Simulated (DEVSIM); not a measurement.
Structure: Cr/AlN/p-Si capacitor, at 300 K.

```tsv
layer (left to right)	material	thickness (nm)	Na (cm⁻³)
1	AlN	4.40	-
2	Si	610	9e17
```

Metal gate on the left, work function 4.5 eV. Fixed charge at the semiconductor interface -6.3e10 cm⁻² (in units of +e); interface traps 1e11 cm⁻² eV⁻¹, uniform in energy, neutral level at 0.5 of the gap above the valence band.

The device is made up for the run: typed textbook-type constants, with dimensions and the other settings drawn at random. Values at 300 K.

```
parameter      AlN       Si
-------------  ---  -------
gap (eV)       6.1    1.124
affinity (eV)  1.9     4.05
permittivity   8.5     11.7
Nc (cm⁻³)        -  2.86e19
Nv (cm⁻³)        -   3.1e19
```

DEVSIM, 1D Poisson equation in equilibrium, Boltzmann statistics, complete ionisation; no quantum confinement or tunnelling. Metal contacts follow the ideal Schottky-Mott rule: no Fermi-level pinning, no interface dipoles.

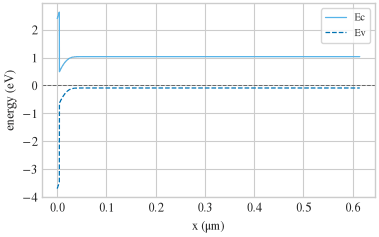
Figure: Band edges at 0.2 V on the gate

Energies count from the Fermi level of the right contact; mesh points crowd at the junctions.

```tsv
x (μm)	Ec (eV)	Ev (eV)	n (cm⁻³)	p (cm⁻³)	field (V/cm)
0.000	2.400	-3.700	< 1e2	< 1e2	540000
0.0008244	2.444	-3.656	< 1e2	< 1e2	540000
0.001915	2.503	-3.597	< 1e2	< 1e2	540000
0.003070	2.566	-3.534	< 1e2	< 1e2	540000
0.004279	2.631	-3.469	< 1e2	< 1e2	540000
0.005168	0.516	-0.608	6.2e10	1.9e9	370000
0.006785	0.574	-0.550	6.6e9	1.8e10	350000
0.01122	0.714	-0.410	2.9e7	4.0e12	290000
0.01741	0.864	-0.260	88000	1.3e15	200000
0.02926	1.007	-0.117	350	3.3e17	51000
0.05104	1.032	-0.092	130	8.9e17	460
0.1108	1.032	-0.091	130	9.0e17	≈ 0
0.2007	1.032	-0.091	130	9.0e17	≈ 0
0.3570	1.032	-0.091	130	9.0e17	≈ 0
0.4966	1.032	-0.091	130	9.0e17	≈ 0
0.5508	1.032	-0.091	130	9.0e17	≈ 0
0.5803	1.032	-0.091	130	9.0e17	≈ 0
0.5964	1.032	-0.091	130	9.0e17	≈ 0
0.6070	1.032	-0.091	130	9.0e17	≈ 0
0.6108	1.032	-0.091	130	9.0e17	≈ 0
0.6129	1.032	-0.091	130	9.0e17	≈ 0
0.6144	1.032	-0.091	130	9.0e17	≈ 0
```
